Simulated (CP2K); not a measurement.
Consider chloroallene at its PBE geometry (Å).

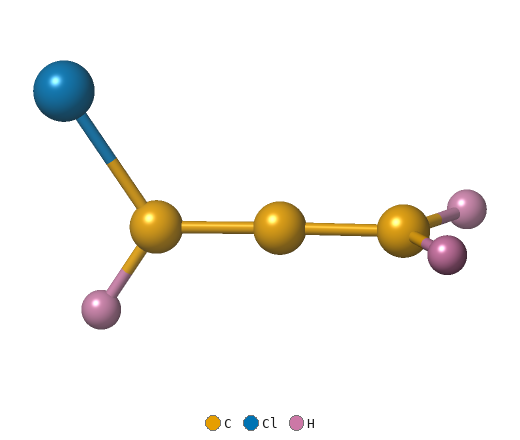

The molecule (carbon orange, chlorine blue, hydrogen pink).

```xyz
7

C    -1.3698    0.0232    0.0394
C    -0.0649   -0.0633   -0.0125
C     1.2375   -0.1693   -0.0681
Cl    2.3126    1.1857    0.2041
H    -1.9599    0.2641   -0.8481
H    -1.9129   -0.1400    0.9734
H     1.7573   -1.1003   -0.2881
```

Method: CP2K XAS_TDP, all-electron GAPW, PBEh(45%), aug-pc-1, TDA, ZORA, spin–orbit coupling.

**Question.** Predict the bright core excitations at the Cl L₂,₃ edge.

Leading lines: Cl4 198.69 eV. The leading line of an atom is its first one with 35 % of the strongest within 2.5 eV of its lowest line over the strength cut. 

The first six lines of each atom with a strength over 0.0003:

| atom | energy (eV) | states | strength, one atom |
| --- | --- | --- | --- |
| Cl4 (bonded to C) | 198.69 | 2 | 0.0060 |
|  | 200.21 | 2 | 0.0039 |
|  | 201.12 | 1 | 0.0004 |
|  | 201.66 | 1 | 0.0015 |
|  | 202.17 | 2 | 0.0013 |
|  | 202.31 | 3 | 0.0007 |

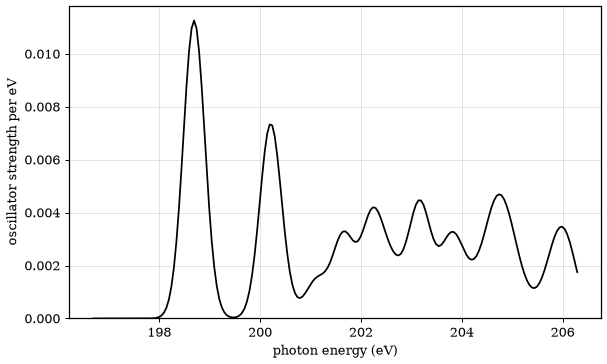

All atoms added, broadened by 0.5 eV.

Lines are vertical, at one geometry, with no vibrational structure. Without a correction of the core level, line positions, and the gaps between valence and Rydberg lines, follow the share of exact exchange. Rydberg lines, and the discretised continuum above threshold, depend on the basis and the box.

[Banner, clock and machine lines of the logs are left out without a mark of their own.]

[Logs are printed without paths, hosts, clocks, repeated set-up lines and the standing remarks that a program may print on its own settings, such as how far it seeks lower states.]

[Hosts, paths, dates, database ids (printed as entryN), source tags and the programs' standing remarks are cut or masked in the printed files.]
